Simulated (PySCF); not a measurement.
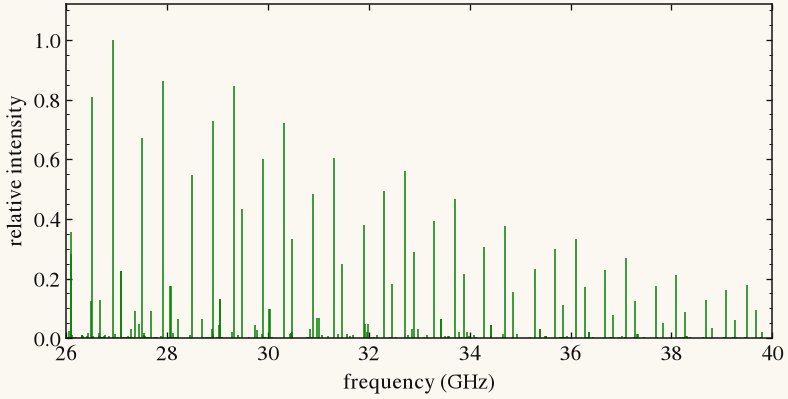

Simulated rotational absorption lines between 26 and 40 GHz at 2 K: rigid rotor with the equilibrium constants and dipole of one optimised conformer (PBE0-D3(BJ)/def2-SVP, PySCF), commonest isotopes; no centrifugal distortion, hyperfine structure, internal rotation or nuclear-spin weights; lines within 1 MHz of each other are summed.

Which molecule gives this spectrum?
A. C₄H₈FPS, SMILES CSC/P=C(\C)F
B. C₈H₁₈BN, SMILES CC#CCC[BH2-][N+](C)(C)C
C. C₅H₁₃GeN, SMILES C[C@H]1CC[N]([GeH3])C1, singlet
D. C₇H₁₄Si₂, SMILES [SiH3]C#C[SiH2]C1CCCC1

Option D. Rotational constants A, B, C = 1.696, 0.5341, 0.4597 GHz, |μa|, |μb|, |μc| = 0.90, 0.57, 0.01 D.

Note: coarse grid, loose stop and no frequency check, small forces are noise and the end may be a saddle.
